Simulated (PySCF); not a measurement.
## Electronic structure of C₄H₉FSi (SMILES C=C(F)C[SiH2]C) in real space

```xyz
15

C     2.7630   -0.4414   -0.0137
C     1.6879   -0.2193   -0.7472
F     1.5981   -0.8091   -1.9695
C     0.4894    0.5797   -0.4134
Si   -1.0152   -0.5618   -0.0606
C    -2.5034    0.5501    0.3233
H     2.8674    0.0080    0.9549
H     3.5612   -1.0689   -0.3656
H     0.7075    1.2107    0.4458
H     0.2527    1.2265   -1.2598
H    -1.2787   -1.3954   -1.2358
H    -0.6852   -1.4024    1.0970
H    -2.3215    1.1822    1.1879
H    -3.3815   -0.0509    0.5364
H    -2.7461    1.2000   -0.5128
```

Geometry: GFN2-xTB.

All numbers below come from PySCF, CAM-B3LYP/def2-SVPD, SCF density, gas phase.

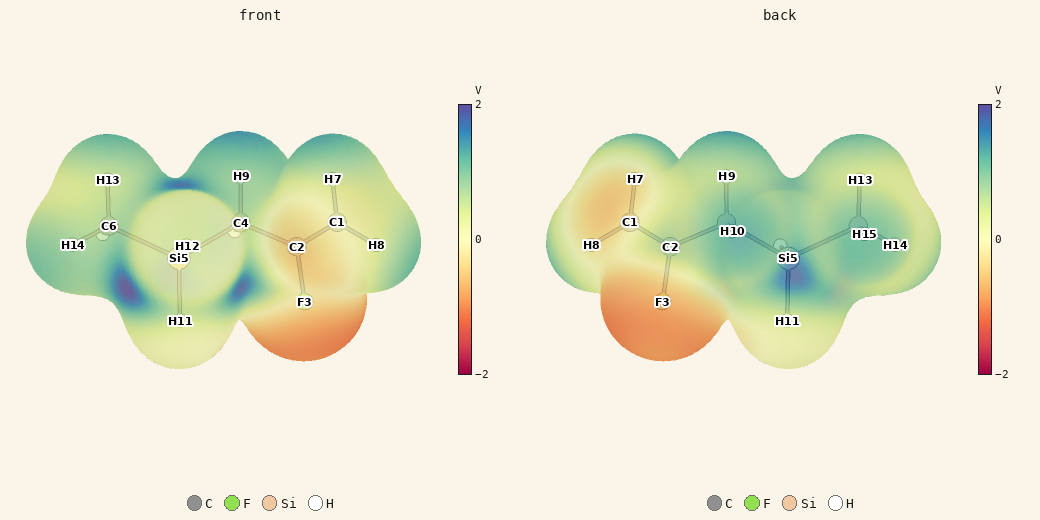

Figure 1. The electrostatic potential painted on the density surface at 0.004 e/bohr³, seen from the front and from behind; the colour scale runs from red (negative) to blue (positive).

> Describe the electrostatic potential map.

The most negative region (about −1.0 V) lies over F3, the most positive (about +1.8 V) over Si5.

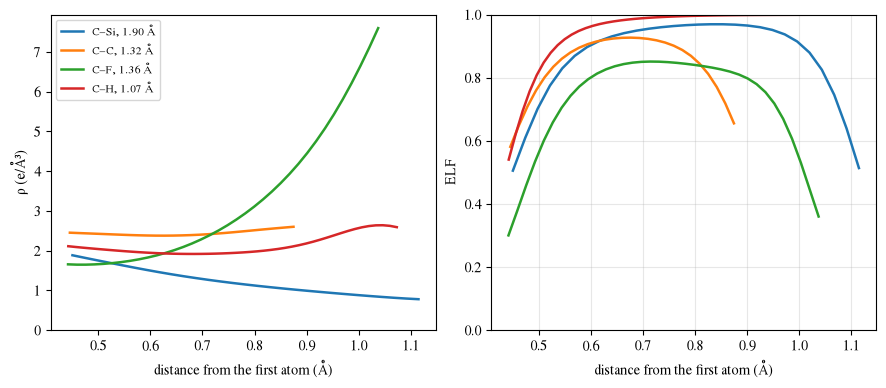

Figure 2. Total electron density and ELF along straight lines between neighbouring atoms. The curves leave out the atomic cores.

> Compare the contacts.

C–Si (1.90 Å): ρ is about 0.94 e/Å³ halfway; the ELF peaks at about 0.95 between the atoms: a shared electron pair.
C–C (1.32 Å): ρ is about 2.4 e/Å³ halfway; the ELF peaks at about 0.95 between the atoms: a multiple bond.
C–F (1.36 Å): ρ is about 2.2 e/Å³ halfway, with its minimum of 1.6 e/Å³ about 0.5 Å from C; the ELF peaks at about 0.85 between the atoms: a polar covalent bond.
C–H (1.07 Å): ρ is about 2 e/Å³ halfway; the ELF climbs to about 1 towards the hydrogen, as it does in any bond to H: a covalent bond by its length.
